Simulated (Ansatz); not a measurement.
# How fast states decay through Rb2ZnBr2F2

Aim: relax a made-up compound, Rb2ZnBr2F2, and see how good a tunnel barrier it would be. It is built by putting Br for part of the F in the Rb2ZnF4 structure of space group I4/mmm, with the volume rescaled by atomic radii. The parent structure comes from the Materials Project.

Program: Ansatz 0.2.0. Level of theory: r2SCAN DFT, plane waves, PAW files, in the first sound run; inputs show where later runs differ. Results are calculated unless marked as measured.

The structure was built from a prototype and need not be the compound's stable phase.

**1. Set-up**

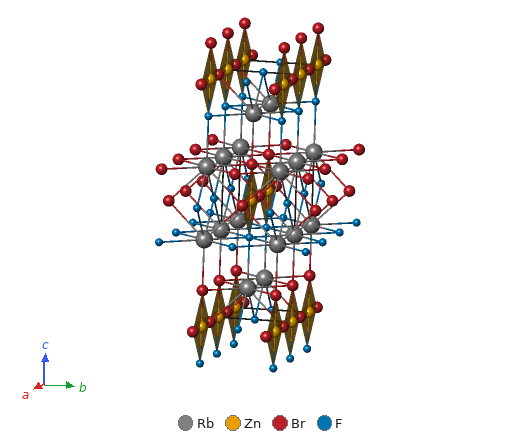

The starting structure, seen slightly off an axis (rubidium grey, zinc orange, bromine red, fluorine blue). 2×1×1 cells are drawn. This picture shows the conventional cell, with its axes. Some periodic images of atoms are drawn too.

**2. Relaxing the new crystal**

The substituted atoms don't fit the parent's cell, so cell and atoms relax together. A small smearing keeps the run stable in case the gap closes on the way.

File input.yaml:

```yaml
crystal:
  lattice:
    - [-2.2057096775, 2.2057096775, 7.3201734067]
    - [2.2057096775, -2.2057096775, 7.3201734067]
    - [2.2057096775, 2.2057096775, -7.3201734067]
  atoms:
    - { symbol: Rb, position: [0.3529868, 0.3529868, 0.0] }
    - { symbol: Rb, position: [0.6470132, 0.6470132, 0.0] }
    - { symbol: Zn, position: [0.0, 0.0, 0.0] }
    - { symbol: Br, position: [0.14773839, 0.14773839, 0.0] }
    - { symbol: F, position: [0.85226161, 0.85226161, 0.0] }
    - { symbol: Br, position: [0.5, 0.0, 0.5] }
    - { symbol: F, position: [0.0, 0.5, 0.5] }
kpoints:
  mp_grid: { grid: [8, 8, 8] }
scf:
  occupations: { method: gaussian, width: 0.03 }
hamiltonian:
  xc: r2scan
output:
  forces: true
  stress: true
relax:
  f_tol: 0.02
  max_steps: 60
  cell: {}
```

Launch:

```
> ansatz run input.yaml --threads 2 --pin off --max-ram 4096MiB --backend cpu --events-out ev --progress --plain --runs-dir out
```

Numbers of over 12 decimals in the logs are rounded to 6 here.

The program printed:

```text
basis.fft_grid_basis auto: the FFT boxes are laid along the combinations [[1, 0, 1], [0, 1, 1], [0, 0, 1]] of the cell's own vectors, 4.411, 4.411 and 7.957 Å long. The dense box has 36×36×60 points. Along the cell's own vectors, as sized, it would have 60×60×60, 2.78 times as many. Of the 4 symmetry operations that the crystal satisfies within crystal.symmetry.tolerance (time reversal apart; of a slab, those that ke [...]
Engine: ansatz 0.2.0, aarch64-unknown-linux-gnu
Pseudopotentials: kind: paw
Pseudopotential: Rb, paw, valence charge 9, recommended cutoff 500 eV (meta_gga), Rb.paw.azcp
Pseudopotential: Zn, paw, valence charge 12, recommended cutoff 500 eV (meta_gga), Zn.paw.azcp
Pseudopotential: Br, paw, valence charge 7, recommended cutoff 500 eV (meta_gga), Br.paw.azcp
Pseudopotential: F, paw, valence charge 7, recommended cutoff 500 eV (meta_gga), F.paw.azcp
Functional definition: r2SCAN
  parameter k0 = 0.174
  parameter k1 = 0.065
  parameter a1 = 4.9479
  exchange = r2scan_x(k0 = k0, k1 = k1, a1 = a1)
  correlation = r2scan_c
Crystal: 7 atoms, lattice volume = 142.455 Å³
Basis set: ecut = 500 eV, 3591 PW (Γ), FFT grids on a1+a3, a2+a3, a3, exchange–correlation on 144×144×240 points (64 copies of the dense FFT grid, shifted against one another)
Bands: 36, of which v1, the nominal top of the filled ones, is band 29 counted from 1 (28 counted from 0)
Symmetry: 4 space group operations
Space group: Imm2 (ITA 44), of the structure as read, at distance tolerance 5.2e-5 Å
k-points: 95 of 512 (time reversal used)
Non-local potential: Rb, projectors of the file, l = 0: 3, l = 1: 2, l = 2: 2
Non-local potential: Zn, projectors of the file, l = 0: 2, l = 1: 2, l = 2: 3, l = 3: 1
Non-local potential: Br, projectors of the file, l = 0: 2, l = 1: 2, l = 2: 2
Non-local potential: F, projectors of the file, l = 0: 2, l = 1: 2, l = 2: 1
PAW form: soft (Blöchl's): semilocal exchange-correlation on the pseudo side does not see the compensation charge
PAW frozen core: Rb, regenerated for the run's functional (the file was generated under x = pbe(κ = 0.804, μ = 0.219515), c = pbe(β = 0.066725))
PAW frozen core: Zn, regenerated for the run's functional (the file was generated under x = pbe(κ = 0.804, μ = 0.219515), c = pbe(β = 0.066725))
PAW frozen core: Br, regenerated for the run's functional (the file was generated under x = pbe(κ = 0.804, μ = 0.219515), c = pbe(β = 0.066725))
PAW frozen core: F, regenerated for the run's functional (the file was generated under x = pbe(κ = 0.804, μ = 0.219515), c = pbe(β = 0.066725))
PAW one-centre angular grid: Rb, 302 points (default); XC on 160 Gauss nodes
PAW one-centre angular grid: Zn, 590 points (default); XC on 261 of its mesh's 2673 points in the sphere
PAW one-centre angular grid: Br, 302 points (default); XC on 160 Gauss nodes
PAW one-centre angular grid: F, 302 points (default); XC on 160 Gauss nodes
Initial density: superposition of atomic densities (neutral atoms: chi_scale 0, normalization atom), corrected by the library's trained network
Initial wavefunctions: pseudopotential atomic-orbital guess
Functional: x = r2scan, c = r2scan; τ floored in thin density (d = 2e-4 eV/Å³)
SCF iter   1: F=—  HF=-17093.166306 eV  |F-HF|=—  |Δ(HF+E_count)|=         —  Δρ=8.63e-3  dr2=6.58e-2  dr2_τ=7.84e-2  ethr=1.77e-3  ⟨swp⟩=8.5  Hψ=18636  notcnv=0  defer=13
preconditioner: auto → Resta (q_TF=auto, 2.349 Å⁻¹)  ε∞=3.4  [insulator: Δε(μ)=4.398 eV  Ē_g=14.767 eV  σ=0.030 eV  W_gap=1.00  n_scr=32 (ndim 8)  ℏωp=22.9 eV  f_vac=0.078  D(μ)=0.00/eV (n_scr^D=0)  ε∞_Penn≈3.4]
SCF iter   2: F=—  HF=-17093.272486 eV  |F-HF|=—  |Δ(HF+E_count)|=   1.06e-1  Δρ=3.09e-3  dr2=8.40e-3  dr2_τ=1.07e-3  ethr=1.13e-4  ⟨swp⟩=3.0  Hψ=7585  notcnv=0  defer=227
SCF iter   3: F=—  HF=-17093.272302 eV  |F-HF|=—  |Δ(HF+E_count)|=   1.84e-4  Δρ=2.13e-3  dr2=3.34e-3  dr2_τ=1.80e-4  ethr=1.45e-5  ⟨swp⟩=2.0  Hψ=5230  notcnv=0  defer=132
automatic band count: iteration 3 solves 35 bands in place of 36: the levels show a gap, and the empty bands left out lie too high to hold charge; the band table lists the bands solved (type scf.n_extra_bands for more)
SCF iter   4: F=—  HF=-17093.272089 eV  |F-HF|=—  |Δ(HF+E_count)|=   2.12e-4  Δρ=5.48e-4  dr2=3.24e-4  dr2_τ=3.15e-5  ethr=5.75e-6  ⟨swp⟩=2.0  Hψ=4974  notcnv=0  defer=132
SCF iter   5: F=—  HF=-17093.271975 eV  |F-HF|=—  |Δ(HF+E_count)|=   1.15e-4  Δρ=1.65e-4  dr2=3.43e-5  dr2_τ=2.39e-6  ethr=5.58e-7  ⟨swp⟩=2.0  Hψ=5760  notcnv=0  defer=132
SCF iter   6: F=—  HF=-17093.272138 eV  |F-HF|=—  |Δ(HF+E_count)|=   1.63e-4  Δρ=5.13e-5  dr2=4.18e-6  dr2_τ=2.46e-7  ethr=5.92e-8  ⟨swp⟩=2.0  Hψ=5954  notcnv=0  defer=131
SCF iter   7: F=—  HF=-17093.272138 eV  |F-HF|=—  |Δ(HF+E_count)|=   4.60e-7  Δρ=2.11e-5  dr2=4.88e-7  dr2_τ=4.06e-8  ethr=7.20e-9  ⟨swp⟩=2.0  Hψ=5669  notcnv=0  defer=131
SCF iter   8: F=—  HF=-17093.272138 eV  |F-HF|=—  |Δ(HF+E_count)|=   5.19e-9  Δρ=1.18e-5  dr2=1.40e-7  dr2_τ=1.21e-8  ethr=1.72e-10  ⟨swp⟩=5.0  Hψ=14164  notcnv=0
SCF iter   9: F=-17093.272138 eV  HF=-17093.272138 eV  |F-HF|=2.10e-9  |Δ(HF+E_count)|=   1.08e-8  Δρ=2.15e-6  dr2=9.46e-9  dr2_τ=3.72e-10  ethr=1.72e-10  ⟨swp⟩=4.3  Hψ=11332  notcnv=0
SCF 1 converged in 9 iterations: F = -17093.272138 eV  dr2 = 9.46e-9
  greatest PAW one-centre occupation: 0.991 electrons in one spin orbital (limit 2), on the Zn atom at site 2 (counted from 0), in its partial waves of l = 2
relax step   1: F+E_penalty+E_count = -17093.27213814 eV  Δ(F+E_penalty+E_count) = +0.000e0 eV  max|allowed force component| = 4.323e0 eV/Å  Δτ_max = 0.0000 Å  P = +15.433 GPa  Ω = 142.455 Å³  (9 SCF iters, dr2 threshold 1.00e-7 eV, accepted)
Crystal: 7 atoms, lattice volume = 156.957 Å³
Basis set: ecut = 500 eV, 3975 PW (Γ), FFT grids on a1+a3, a2+a3, a3, exchange–correlation on 144×144×240 points (64 copies of the dense FFT grid, shifted against one another)
Initial density: handed on by an earlier stage of this run
Initial wavefunctions: those handed on with the density
iter 1 solved again at ethr=4.06e-4 eV; its pass at ethr=3.10e-3 eV (dr2=2.36e-1 eV) is discarded
SCF iter   1: F=—  HF=-17094.103808 eV  |F-HF|=—  |Δ(HF+E_count)|=         —  Δρ=1.21e-2  dr2=2.36e-1  dr2_τ=5.69e-1  ethr=4.06e-4  ⟨swp⟩=1.6  Hψ=20498  notcnv=0
automatic band count: iteration 1 solves 33 bands in place of 36: the levels show a gap, and the empty bands left out lie too high to hold charge; the band table lists the bands solved (type scf.n_extra_bands for more)
[...]
relax step  24: F+E_penalty+E_count = -17095.96341414 eV  Δ(F+E_penalty+E_count) = -4.141e-2 eV  max|allowed force component| = 1.729e-1 eV/Å  Δτ_max = 0.0801 Å  P = +0.400 GPa  Ω = 187.843 Å³  energy of the carried Pulay correction = -1.447e-3 eV  (8 SCF iters, dr2 threshold 7.00e-7 eV, accepted)
relax step  25: F+E_penalty+E_count = -17096.00852703 eV  Δ(F+E_penalty+E_count) = -4.511e-2 eV  max|allowed force component| = 1.014e-1 eV/Å  Δτ_max = 0.0375 Å  P = +0.161 GPa  Ω = 191.506 Å³  energy of the carried Pulay correction = -2.469e-3 eV  (8 SCF iters, dr2 threshold 7.00e-7 eV, accepted)
relax step  26: F+E_penalty+E_count = -17096.04293687 eV  Δ(F+E_penalty+E_count) = -3.441e-2 eV  max|allowed force component| = 1.359e-1 eV/Å  Δτ_max = 0.0468 Å  P = +0.103 GPa  Ω = 193.619 Å³  energy of the carried Pulay correction = -3.084e-3 eV  (8 SCF iters, dr2 threshold 7.00e-7 eV, accepted)
relax step  27: F+E_penalty+E_count = -17096.05977212 eV  Δ(F+E_penalty+E_count) = -1.684e-2 eV  max|allowed force component| = 3.005e-1 eV/Å  Δτ_max = 0.0970 Å  P = -0.218 GPa  Ω = 195.511 Å³  energy of the carried Pulay correction = -3.653e-3 eV  (8 SCF iters, dr2 threshold 7.00e-7 eV, accepted)
relax step  28: F+E_penalty+E_count = -17096.06225309 eV  Δ(F+E_penalty+E_count) = -2.481e-3 eV  max|allowed force component| = 1.198e-1 eV/Å  Δτ_max = 0.0399 Å  P = +0.033 GPa  Ω = 194.775 Å³  energy of the carried Pulay correction = -3.479e-3 eV  (8 SCF iters, dr2 threshold 7.00e-7 eV, accepted)
relax step  29: F+E_penalty+E_count = -17096.06443777 eV  Δ(F+E_penalty+E_count) = -2.185e-3 eV  max|allowed force component| = 8.182e-2 eV/Å  Δτ_max = 0.0144 Å  P = +0.091 GPa  Ω = 194.062 Å³  energy of the carried Pulay correction = -3.291e-3 eV  (6 SCF iters, dr2 threshold 7.00e-7 eV, accepted)
relax step  30: F+E_penalty+E_count = -17096.06714877 eV  Δ(F+E_penalty+E_count) = -2.711e-3 eV  max|allowed force component| = 1.064e-2 eV/Å  Δτ_max = 0.0178 Å  P = +0.010 GPa  Ω = 194.600 Å³  energy of the carried Pulay correction = -3.434e-3 eV  (7 SCF iters, dr2 threshold 4.18e-7 eV, accepted)
relax step  31: F+E_penalty+E_count = -17096.07959620 eV  Δ(F+E_penalty+E_count) = -1.245e-2 eV  max|allowed force component| = 1.052e-2 eV/Å  Δτ_max = 0.0000 Å  P = +0.103 GPa  Ω = 194.600 Å³  stress off target by 2.59e-1 GPa  SCF on the basis re-selected at this cell (its energy is not comparable with the rows above)  (9 SCF iters)
relax step  32: F+E_penalty+E_count = -17096.08173011 eV  Δ(F+E_penalty+E_count) = -2.134e-3 eV  max|allowed force component| = 5.990e-2 eV/Å  Δτ_max = 0.0197 Å  P = +0.029 GPa  Ω = 195.562 Å³  energy of the carried Pulay correction = -2.801e-4 eV  (8 SCF iters, dr2 threshold 1.67e-7 eV, accepted)
relax step  33: F+E_penalty+E_count = -17096.08203163 eV  Δ(F+E_penalty+E_count) = -3.015e-4 eV  max|allowed force component| = 2.894e-2 eV/Å  Δτ_max = 0.0064 Å  P = +0.009 GPa  Ω = 195.768 Å³  energy of the carried Pulay correction = -3.328e-4 eV  (6 SCF iters, dr2 threshold 2.24e-7 eV, accepted)
relax step  34: F+E_penalty+E_count = -17096.08205007 eV  Δ(F+E_penalty+E_count) = -1.844e-5 eV  max|allowed force component| = 1.510e-2 eV/Å  Δτ_max = 0.0022 Å  P = -0.005 GPa  Ω = 195.872 Å³  energy of the carried Pulay correction = -3.573e-4 eV  (6 SCF iters, dr2 threshold 5.23e-8 eV, accepted)
iter 1 solved again at ethr=6.69e-8 eV; its pass at ethr=3.10e-3 eV (dr2=3.88e-5 eV) is discarded
SCF iter   1: F=—  HF=-17096.082028 eV  |F-HF|=—  |Δ(HF+E_count)|=         —  Δρ=7.39e-5  dr2=4.30e-7  dr2_τ=1.53e-6  ethr=6.69e-8  ⟨swp⟩=4.0  Hψ=30065  notcnv=0
preconditioner: auto → Resta (q_TF=auto, 2.227 Å⁻¹)  ε∞=3.2  [insulator: Δε(μ)=3.165 eV  Ē_g=12.534 eV  σ=0.030 eV  W_gap=1.00  n_scr=42 (ndim 8)  ℏωp=18.8 eV  f_vac=0.161  D(μ)=0.00/eV (n_scr^D=0)  ε∞_Penn≈3.2]
SCF iter   2: F=—  HF=-17096.082390 eV  |F-HF|=—  |Δ(HF+E_count)|=   3.62e-4  Δρ=3.74e-5  dr2=1.11e-7  dr2_τ=1.38e-6  ethr=7.41e-10  ⟨swp⟩=2.0  Hψ=6272  notcnv=0
SCF iter   3: F=—  HF=-17096.082387 eV  |F-HF|=—  |Δ(HF+E_count)|=   3.16e-6  Δρ=2.34e-6  dr2=5.50e-9  dr2_τ=2.18e-9  ethr=1.92e-10  ⟨swp⟩=2.0  Hψ=6175  notcnv=0
SCF iter   4: F=—  HF=-17096.082387 eV  |F-HF|=—  |Δ(HF+E_count)|=   7.90e-9  Δρ=8.11e-7  dr2=8.07e-10  dr2_τ=1.15e-10  ethr=9.48e-12  ⟨swp⟩=2.0  Hψ=5985  notcnv=0
SCF iter   5: F=—  HF=-17096.082387 eV  |F-HF|=—  |Δ(HF+E_count)|=  6.26e-10  Δρ=3.38e-7  dr2=1.73e-10  dr2_τ=1.55e-11  ethr=1.39e-12  ⟨swp⟩=2.0  Hψ=5637  notcnv=0
SCF iter   6: F=-17096.082387 eV  HF=-17096.082387 eV  |F-HF|=2.55e-11  |Δ(HF+E_count)|=  3.64e-11  Δρ=1.95e-7  dr2=5.38e-11  dr2_τ=4.11e-12  ethr=1.00e-12  ⟨swp⟩=5.0  Hψ=13662  notcnv=0
SCF 35 converged in 6 iterations: F = -17096.082387 eV  dr2 = 5.38e-11
relax step  35: F+E_penalty+E_count = -17096.08238659 eV  Δ(F+E_penalty+E_count) = -3.365e-4 eV  max|allowed force component| = 1.528e-2 eV/Å  Δτ_max = 0.0000 Å  P = -0.006 GPa  Ω = 195.872 Å³  stress off target by 1.62e-2 GPa  SCF on the basis re-selected at this cell (its energy is not comparable with the rows above)  (6 SCF iters)
basis re-selected at this cell: Δ(F+E_penalty+E_count) = -3.365e-4 eV, ΔP = -0.001 GPa vs the last step (what re-selecting the basis moved, of the pressure what is left beyond the Pulay correction that the steps carried, after the strain that the cell walked since its last selection, with what the two solves' SCF thresholds leave and, on support functions, any second-order correction that the steps lacked; it is no m [...]
SCF converged after 6 iterations
Free energy (F): -17096.082387 eV
Harris-Foulkes:  -17096.082387 eV  (|F-HF|=2.55e-11)
Internal energy: -17096.082387 eV  (E = F + TS)
E sigma→0 (E₀):  -17096.082387 eV
Fermi energy:    3.572689 eV
--- Per-component energies (eV) ---
  E_band       = -355.328099
  E_kinetic    = 1202.632294
  E_local      = -6947.527117  (includes V_loc(G=0)·N_el)
  E_nonlocal   = 1254.464094
  E_hartree    = 2780.358872
  E_xc         = -1034.343958
  E_vxc        = -818.608097  (∫ρ·V_xc dr)
  E_paw        = -12071.814985  (= ΣΔE_a)
  E_vpaw       = -655.359006  (= ΣTr[D̂ρ^β])
  E_aug_tail   = 0.002051  (compensation charges beyond the density's cutoff)
  E_vtau       = 48.349853  (kinetic-family band-sum trace: ∫τ·v_τ [+ j·A + Jᵃ·Aᵃ] dr)
  E_ewald      = -2278.997994
  E_core_change = -0.855644  (= ΣΔE_core)
  E_smearing   = -0.000000  (= −TS)
  E_closure    = 0.000000  (closes the sum)
  Σ components = -17096.082387   (vs F -17096.082387, Δ=0.00e0)
--- Forces (eV/Å), atoms counted from 1 ---
  atom   1  Rb     0.00000000     0.00000000    -0.00128479
  atom   2  Rb     0.00000000     0.00000000    -0.00193655
  atom   3  Zn     0.00000000     0.00000000    -0.01524869
  atom   4  Br     0.00000000     0.00000000    -0.00235742
  atom   5  F      0.00000000     0.00000000     0.01243248
  atom   6  Br     0.00000000     0.00000000     0.00392787
  atom   7  F      0.00000000     0.00000000     0.00468887
  max |Σ_I F_I| component: 2.22e-4 eV/Å
--- Stress (GPa, compression-positive) ---
        0.003360       0.000000       0.000000
        0.000000      -0.004382       0.000000
        0.000000       0.000000      -0.016240
  P = ⅓ Tr σ = -0.0058 GPa (-0.058 kbar)
--- Relaxed structure (32 steps of the walk, 29 accepted, 3 SCFs on fresh bases) ---
  F+E_penalty+E_count = -17096.08238659 eV   max|allowed force component| = 1.528e-2 eV/Å   (the final SCF, on the basis selected at the relaxed cell)
  cell:  # Å, volume = 195.8720 Å³
    - [-2.072740, 2.137327, 11.053421]
    - [2.072740, -2.137327, 11.053421]
    - [2.072740, 2.137327, -11.053421]
  atoms:
    - { symbol: Rb, position: [0.357081, 0.357081, 0.0] }
    - { symbol: Rb, position: [0.643869, 0.643869, 0.0] }
    - { symbol: Zn, position: [-0.043626, -0.043626, 0.0] }
    - { symbol: Br, position: [0.205964, 0.205964, 0.0] }
    - { symbol: F, position: [0.870413, 0.870413, 0.0] }
    - { symbol: Br, position: [0.514521, 0.014521, 0.5] }
    - { symbol: F, position: [-0.048222, 0.451778, 0.5] }
```

Run time: 25 min. Hardware: 2 threads of Arm Neoverse V2, shared host; peak memory 1.2 GiB.

Relaxation path (22 of 35):

```csv
step,energy less that of the first step (eV),largest force component (eV/Å),pressure (GPa),volume (Å³)
1,0.0000,4.3230,15.43,142.46
3,-2.0687,1.3120,1.36,172.62
4,-2.3490,0.5608,-0.21,179.53
6,-2.4650,0.5252,0.53,173.44
7,-2.4906,0.2056,-0.52,176.85
9,-2.5274,0.0596,-0.06,176.39
11,-2.5337,0.0482,0.09,176.86
12,-2.5342,0.0754,0.13,178.35
14,-2.5372,0.0317,-0.03,179.46
16,-2.5333,0.1238,-0.09,183.94
17,-2.5413,0.0358,0.08,181.62
19,-2.5418,0.0475,0.13,181.99
20,-2.5427,0.0285,0.04,182.62
22*,-2.6192,0.0320,0.51,182.82
24,-2.6913,0.1729,0.40,187.84
25,-2.7364,0.1014,0.16,191.51
27,-2.7876,0.3005,-0.22,195.51
29,-2.7923,0.0818,0.09,194.06
30,-2.7950,0.0106,0.01,194.60
32,-2.8096,0.0599,0.03,195.56
33,-2.8099,0.0289,0.01,195.77
35*,-2.8102,0.0153,-0.01,195.87
```

Relaxation steps marked * repeat the geometry before them on a plane-wave basis chosen anew for their cell, so energy and pressure can jump there. Other such steps can lie between the rows shown. Relaxation steps 10, 16, 19 were tried and not accepted.

The run keeps the 4 symmetry operations that it works with, so distortions that break them were not tested.

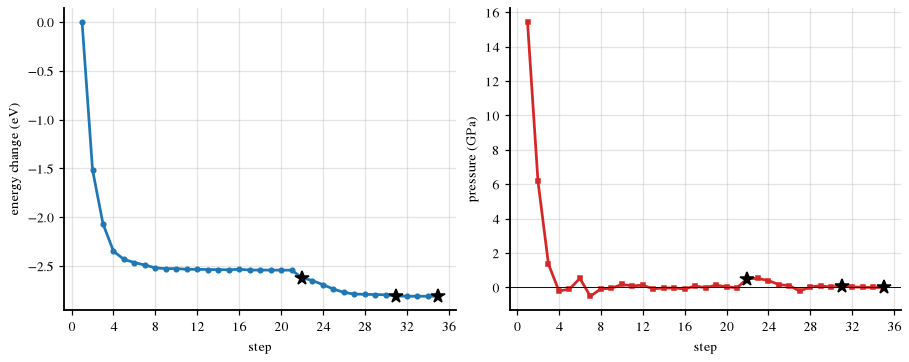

Energy and pressure along the relaxation. Stars mark steps on a basis chosen anew.

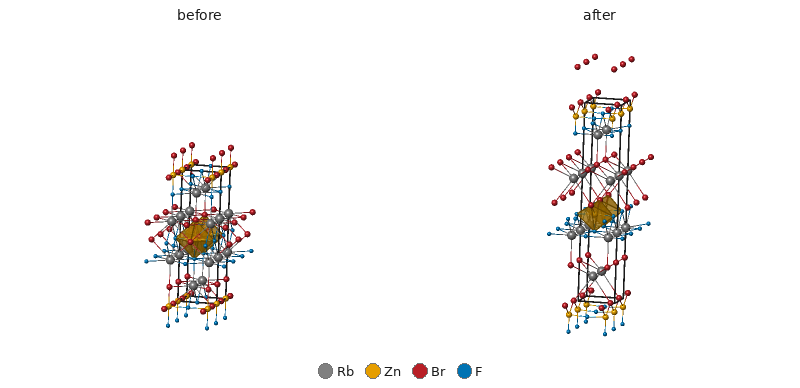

Before and after, at one scale. Bonds to atoms that aren't drawn are left out.

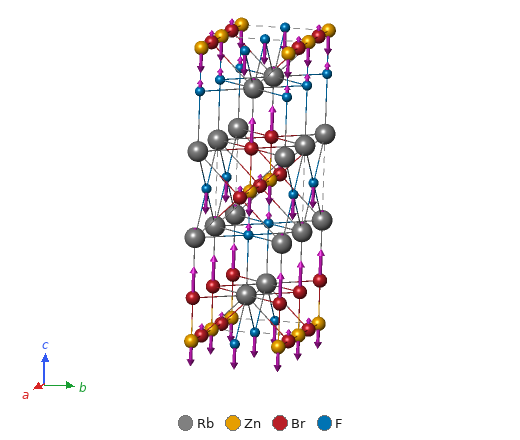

Displacements in the relaxation, scaled, measured against the changing cell; the longest in the cell stands for 1.29 Å. 2×1×1 conventional cells are drawn. Some periodic images of atoms are drawn too.

```csv
cell as run,before,after,change
a (Å),7.957,11.447,+43.9 %
b (Å),7.957,11.447,+43.9 %
c (Å),7.957,11.447,+43.9 %
α (°),147.81,159.14,+7.7 %
β (°),147.81,158.48,+7.2 %
γ (°),46.16,30.15,-34.7 %
volume (Å³/atom),20.35,27.98,+37.5 %
```

The atoms that moved most (Å, as changes of fractional coordinates times the final cell):

```csv
atom,dx,dy,dz,length
Br4,0.000,0.000,1.287,1.287
F7,0.000,0.000,-1.066,1.066
Zn3,0.000,0.000,-0.964,0.964
F5,0.000,0.000,0.401,0.401
Br6,0.000,0.000,0.321,0.321
Rb1,0.000,0.000,0.091,0.091
Rb2,0.000,0.000,-0.070,0.070
```

This step gave:

```yaml
free_energy: -17096.0824 eV
fermi_energy: 3.573 eV
pressure: -0.005754 GPa
```

The largest force component on a free atom ends at 0.015 eV/Å.

(Continued in part 2 of 3.)

[Logs are printed without paths, hosts, clocks, repeated set-up lines and the standing remarks that a program may print on its own settings, such as how far it seeks lower states.]

[Hosts, paths, dates, database ids (printed as entryN), source tags and the programs' standing remarks are cut or masked in the printed files.]
